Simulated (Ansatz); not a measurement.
**CH5BO2 (SMILES COBO) at CCSD(T)/cc-pVDZ**

Aim: the energy change on altering one bond length of CH5BO2 at CCSD(T)/cc-pVDZ, from 2 runs. 

The calculation is run with Ansatz 0.2.0.

70 further runs of the same task are left out: 70 set aside as unsound or not needed.

## Step 1: The molecule

CH5BO2 has 9 atoms, charge 0, and is taken as a singlet. SMILES: `COBO`. The coordinates come from a PBE0-D4/def2-TZVP relaxation. This is one conformer, not always the lowest.

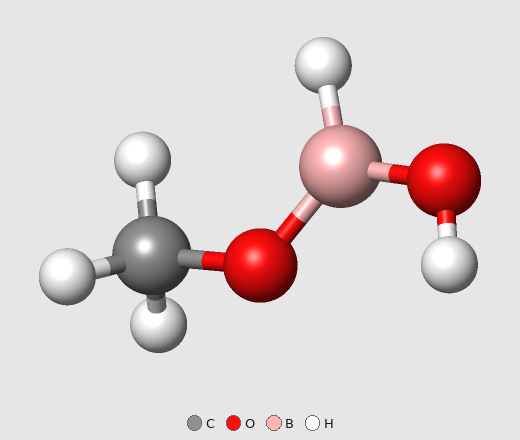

Viewed from a chosen angle; carbon grey, oxygen red, boron pink, hydrogen white.

## Step 2: The energy at CCSD(T)/cc-pVDZ

File in.yaml:

```yaml
crystal:
  periodic: [false, false, false]
  atoms:
    - {symbol: C, position_ang: [0.281800, 0.801900, -1.057400]}
    - {symbol: O, position_ang: [-0.113500, 0.454800, 0.251000]}
    - {symbol: B, position_ang: [-0.134900, -0.834100, 0.671600]}
    - {symbol: O, position_ang: [-0.524600, -1.118500, 1.938500]}
    - {symbol: H, position_ang: [0.568100, -0.079800, -1.637600]}
    - {symbol: H, position_ang: [1.131400, 1.486400, -1.006200]}
    - {symbol: H, position_ang: [-0.544800, 1.307500, -1.561700]}
    - {symbol: H, position_ang: [0.183900, -1.738400, -0.047600]}
    - {symbol: H, position_ang: [-0.758900, -0.326300, 2.432200]}
basis:
  gaussian:
    orbitals: cc-pVDZ
correlation:
  method: ccsd_t
  frozen_orbitals: {B: 1, C: 1, H: 0, O: 1}
accuracy: high
scf:
  omitted_lower_state_checks: [cluster_reference, increment]
```

Command:

```sh
$ ansatz run in.yaml --threads 1 --pin off --max-ram 3480MiB --events-out events.jsonl --progress --plain --runs-dir runs
```

What it wrote, cut to the lines that bear on the results:

```text
Warning: RAYON_NUM_THREADS=1 ignored (pool sized by the plan → 1); use --threads N
Functional definition: HF
  name "HF"
[...]
1902 factors; integrals over basis functions are off by at most 5.7e-9 eV
[...]
mean field -5858.49593001 eV, -215.2957543966 hartree, gradient 1.6e-8 eV, S^2 0.000000; 0 other end points of the search recorded, 0 dependent functions left out
4 core orbitals not correlated: weight in the atoms' cores, before any rotation towards them, 1.000 or more for the frozen orbitals, at most 0.000 for the correlated occupied ones
reference -5858.49593001 eV, -215.2957543966 hartree; 12, 12 occupied and 65, 65 virtual orbitals, 1902 factors
second order -16.30454653 eV of doubles, -0.00000000 eV of singles
cycle   1  -16.72095691 eV  change   -4.2e-1 eV  update   9.3e-2
[...]
cycle  21  -17.23553233 eV  change   -1.2e-9 eV  update  7.9e-10
perturbative correction -0.42548062 eV, -0.0156361243 hartree
Total energy: -5876.15694296 eV, -215.9447846514 hartree
Checks for a lower state left out: cluster_reference, increment
```

Run time: 17 s. Hardware: 1 thread of Arm Neoverse V2, shared host; peak memory 0.47 GiB.

## Step 3: The distorted shape

File job.yaml:

```yaml
crystal:
  periodic: [false, false, false]
  atoms:
    - {symbol: C, position_ang: [0.405793, 0.726058, -0.981753]}
    - {symbol: O, position_ang: [0.010493, 0.378958, 0.326647]}
    - {symbol: B, position_ang: [-0.010907, -0.909942, 0.747247]}
    - {symbol: O, position_ang: [-0.400607, -1.194342, 2.014147]}
    - {symbol: H, position_ang: [0.692093, -0.155642, -1.561953]}
    - {symbol: H, position_ang: [1.255393, 1.410558, -0.930553]}
    - {symbol: H, position_ang: [-0.544800, 1.307500, -1.561700]}
    - {symbol: H, position_ang: [0.307893, -1.814242, 0.028047]}
    - {symbol: H, position_ang: [-0.634907, -0.402142, 2.507847]}
basis:
  gaussian: {orbitals: cc-pVDZ}
correlation: {method: ccsd_t, frozen_orbitals: {B: 1, C: 1, H: 0, O: 1}}
accuracy: high
scf: {omitted_lower_state_checks: [cluster_reference, increment]}
```

Command:

```sh
$ ansatz run job.yaml --threads 1 --pin off --max-ram 3480MiB --events-out events.jsonl --progress --plain --runs-dir runs
```

What it wrote, cut to the lines that bear on the results:

```text
Warning: RAYON_NUM_THREADS=1 ignored (pool sized by the plan → 1); use --threads N
[... 2 set-up lines as earlier in the session ...]
[...]
1903 factors; integrals over basis functions are off by at most 7.1e-9 eV
[...]
mean field -5858.12455400 eV, -215.2821065802 hartree, gradient 2.1e-8 eV, S^2 0.000000; 0 other end points of the search recorded, 0 dependent functions left out
4 core orbitals not correlated: weight in the atoms' cores, before any rotation towards them, 1.000 or more for the frozen orbitals, at most 0.000 for the correlated occupied ones
reference -5858.12455400 eV, -215.2821065802 hartree; 12, 12 occupied and 65, 65 virtual orbitals, 1903 factors
second order -16.37230650 eV of doubles, -0.00000000 eV of singles
cycle   1  -16.78925570 eV  change   -4.2e-1 eV  update   9.4e-2
[...]
cycle  20  -17.32075059 eV  change    1.0e-9 eV  update   2.2e-9
perturbative correction -0.43502962 eV, -0.0159870435 hartree
Total energy: -5875.88033421 eV, -215.9346194673 hartree
Checks for a lower state left out: cluster_reference, increment
```

Run time: 16 s. Hardware: 1 thread of Arm Neoverse V2, shared host; peak memory 0.47 GiB.

## Step 4: Summary of results

Level: CCSD(T)/cc-pVDZ, 4 core orbitals frozen.

```
                                                         quantity          value
                                        first shape: total energy  -215.94478 Eh
         first shape: correlation energy (4 core orbitals frozen)     -649.0 mEh
                                      first shape: (T) correction     -15.64 mEh
                                       first shape: T1 diagnostic          0.013
                                    distorted shape: total energy  -215.93462 Eh
     distorted shape: correlation energy (4 core orbitals frozen)     -652.5 mEh
                                  distorted shape: (T) correction     -15.99 mEh
                                   distorted shape: T1 diagnostic          0.013
energy change with the C1–H7 bond stretched from 1.092 to 1.256 Å       0.277 eV
```

What this shows: With the C1–H7 bond stretched from 1.092 to 1.256 Å the energy rises by 0.28 eV (6.4 kcal/mol). The first shape isn't relaxed at this level, so the change isn't measured from a minimum. The triples (first shape) make up 2.4 % of the correlation energy. The triples (distorted shape) make up 2.5 % of the correlation energy.
